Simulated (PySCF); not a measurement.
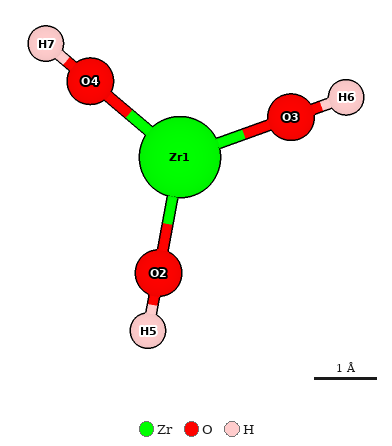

The input geometry (ball-and-stick view, seen on its broad side; atoms are numbered from 1 in the order of the input). Sticks mark near contacts.

**Single-point calculation, with input and output: ZrH$_{3}$O$_{3}$**

The run: single-point calculation of ZrH$_{3}$O$_{3}$, multiplicity 2. Method and program: UKS-based PBE0, Zr def2-SVP with ECP28, O def2-SVP, H def2-SVP; non-relativistic Hamiltonian with a scalar-relativistic core potential; density fitting (PySCF 2.14.0).

Input:
```python
from pyscf import gto, scf, dft
mol = gto.M(atom='''
Zr    -0.000000    -0.000000    -0.000000
O      1.896901    -0.330105    -0.000000
O     -0.662571     1.807817    -0.000000
O     -1.234330    -1.477712     0.000000
H      2.838158    -0.493906    -0.000000
H     -0.991344     2.704870    -0.000000
H     -1.846814    -2.210964     0.000000''',
    basis={'Zr': 'def2-SVP', 'O': 'def2-SVP', 'H': 'def2-SVP'},
    ecp={'Zr': 'def2-SVP'},
    charge=0, spin=1)
mf = dft.UKS(mol, xc='PBE0')
mf.grids.atom_grid = (50, 194)
aux = {'Zr': 'def2-universal-JKFIT', 'O': 'def2-universal-JKFIT', 'H': 'def2-universal-JKFIT'}
mf = mf.density_fit(auxbasis=aux)
mf.conv_tol = 1e-08
mf.diis_space = 10
mf.max_cycle = 60
mf.init_guess = 'minao'
mf.verbose = 4
mf.kernel()
```

The script is an equivalent of the set-up of the self-consistent field. The run itself was carried out by a driver, which started from the orbitals of the step before it where there was one and computed the further properties.

Machine: 2 threads of Arm Neoverse N1, 54 GiB of memory available, shared host.

Launch command:
```bash
OMP_NUM_THREADS=2 python axn.py task.json out
```

Output:
```
init E= -268.05277423535
  alpha nocc = 20  HOMO = -0.43916216456666  LUMO = -0.413845821324348
  beta  nocc = 19  HOMO = -0.646310853851138  LUMO = -0.43916216456666
cycle= 1 E= -273.878956323225  delta_E= -5.83  |g|= 0.895  |ddm|=    3
  alpha nocc = 20  HOMO = -0.0139360002417988  LUMO = 0.070327095316289
  beta  nocc = 19  HOMO = -0.129115092665175  LUMO = 0.0353412763710637
  HOMO = -0.0139360002418  LUMO = 0.0353412763711  gap/eV = 1.34090
cycle= 2 E= -273.752170857458  delta_E= 0.127  |g|= 1.09  |ddm|= 2.22
  alpha nocc = 20  HOMO = -0.140747507322644  LUMO = 0.0306797360707406
  beta  nocc = 19  HOMO = -0.331162547266301  LUMO = -0.0372914204881347
  HOMO = -0.140747507323  LUMO = -0.0372914204881  gap/eV = 2.81518
cycle= 3 E= -274.250602900451  delta_E= -0.498  |g|= 0.146  |ddm|= 1.38
  alpha nocc = 20  HOMO = -0.167070268919399  LUMO = 0.00714478335529394
  beta  nocc = 19  HOMO = -0.316001276997637  LUMO = -0.0519673156389331
  HOMO = -0.167070268919  LUMO = -0.0519673156389  gap/eV = 3.13211
cycle= 4 E= -274.258161427745  delta_E= -0.00756  |g|= 0.0649  |ddm|= 0.213
  alpha nocc = 20  HOMO = -0.158173442466264  LUMO = 0.0235557007421823
  beta  nocc = 19  HOMO = -0.31387915454419  LUMO = -0.0393049309169378
  HOMO = -0.158173442466  LUMO = -0.0393049309169  gap/eV = 3.23458
cycle= 5 E= -274.26037039147  delta_E= -0.00221  |g|= 0.00183  |ddm|= 0.0651
  alpha nocc = 20  HOMO = -0.158942312010499  LUMO = 0.0232443911605743
  beta  nocc = 19  HOMO = -0.314278801467855  LUMO = -0.0393827779162095
  HOMO = -0.15894231201  LUMO = -0.0393827779162  gap/eV = 3.25338
cycle= 6 E= -274.260376833032  delta_E= -6.44e-06  |g|= 0.000618  |ddm|= 0.0144
  alpha nocc = 20  HOMO = -0.158842706586661  LUMO = 0.0235156174051487
  beta  nocc = 19  HOMO = -0.314257044343136  LUMO = -0.0391606537506206
  HOMO = -0.158842706587  LUMO = -0.0391606537506  gap/eV = 3.25671
cycle= 7 E= -274.260377608639  delta_E= -7.76e-07  |g|= 0.000194  |ddm|= 0.00266
  alpha nocc = 20  HOMO = -0.158861024227463  LUMO = 0.0235493236623703
  beta  nocc = 19  HOMO = -0.314263118162677  LUMO = -0.0391313134260898
  HOMO = -0.158861024227  LUMO = -0.0391313134261  gap/eV = 3.25801
cycle= 8 E= -274.260377692375  delta_E= -8.37e-08  |g|= 5.1e-05  |ddm|= 0.000662
  alpha nocc = 20  HOMO = -0.158861101541657  LUMO = 0.0235479615309629
  beta  nocc = 19  HOMO = -0.314272810385325  LUMO = -0.0391344995335814
  HOMO = -0.158861101542  LUMO = -0.0391344995336  gap/eV = 3.25793
cycle= 9 E= -274.260377693586  delta_E= -1.21e-09  |g|= 5.7e-05  |ddm|= 0.000183
  alpha nocc = 20  HOMO = -0.158862945401417  LUMO = 0.0235423375586396
  beta  nocc = 19  HOMO = -0.31427955871545  LUMO = -0.0391383787010575
  HOMO = -0.158862945401  LUMO = -0.0391383787011  gap/eV = 3.25787
```

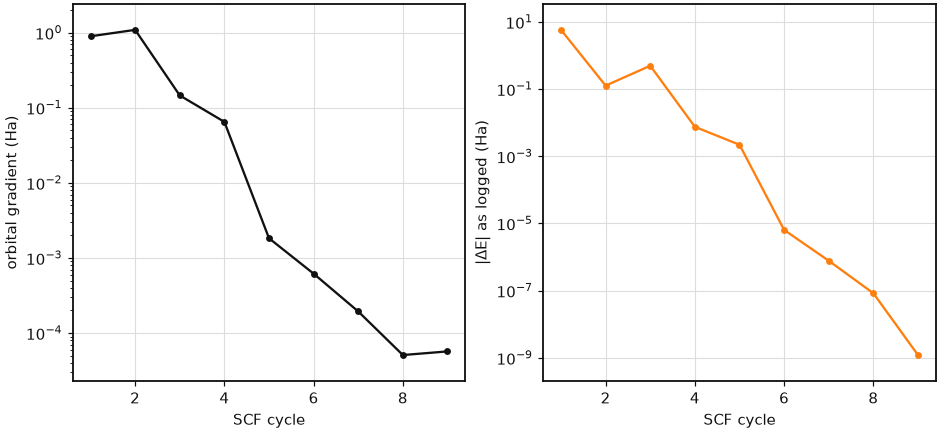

Convergence of the self-consistent field: orbital gradient and size of the energy change against the SCF cycle. The residual falls almost steadily, with no more than small rises.

```
Extra cycle  E= -274.260377690607  delta_E= 2.98e-09  |g|= 0.000106  |ddm|= 0.000113
converged SCF energy = -274.260377690607  <S^2> = 0.75247158  2S+1 = 2.0024701
```

Key numbers:

| quantity | value |
| --- | --- |
| outcome | converged |
| SCF energy | −274.260378 hartree |
| wall time | 31 s (CPU time 54 s) |
| peak memory | 0.65 GiB |
